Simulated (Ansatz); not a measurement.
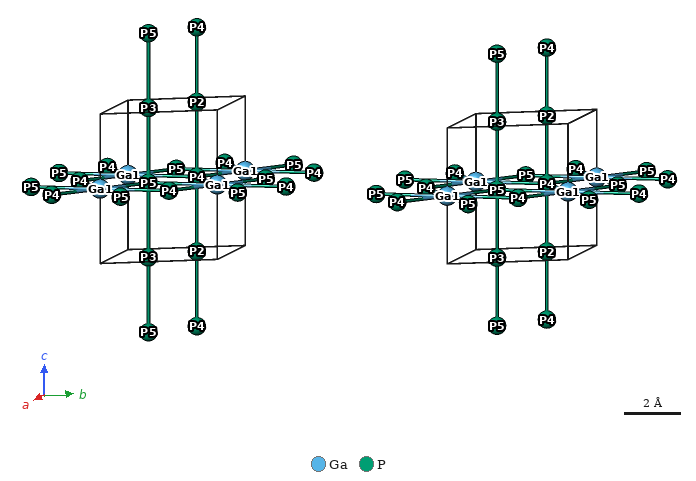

Two geometries of a crystal of GaP$_{4}$ (a generated structure, set up in P6/mmm) (coarse preliminary run), drawn at one scale. One is the start of a relaxation, the other its converged end. The picture is a ball-and-stick view of the cell of the calculation, seen slightly off an axis.

Level of theory: DFT PBE, scalar-relativistic, plane waves, PAW (Ansatz). (plane-wave cutoff 420 eV; k-point mesh 6 × 6 × 4; occupations gaussian; smearing width 0.1 eV; no spin polarisation; cell and atoms relaxed; force threshold 0.04 eV/Å; at most 70 steps)

Q: Which one is relaxed?

A: The right one is the relaxed one. The atoms keep their places relative to the cell (all moves are under 0.005 Å). Cell: a = b 4.394 → 4.528 Å (+3.0 %), c 5.399 → 4.911 Å (−9.0 %). Volume −3.4 %. Near-neighbour distances that change, for instance: P2–P4 2.699 → 2.455 Å, Ga1–P4 2.537 → 2.614 Å. The space group stays P6/mmm (No. 191). The energy falls by 0.409 eV per cell of the calculation in 3 accepted moves (4 points after the start). All forces vanish by symmetry, so only the cell relaxes. Pressure: 0.55 GPa at the start and −0.04 GPa at the end. The SCF was repeated once at an unchanged geometry on a basis and grid sized afresh for the cell, which shifted the energy by 0.2 meV per cell of the calculation at most.
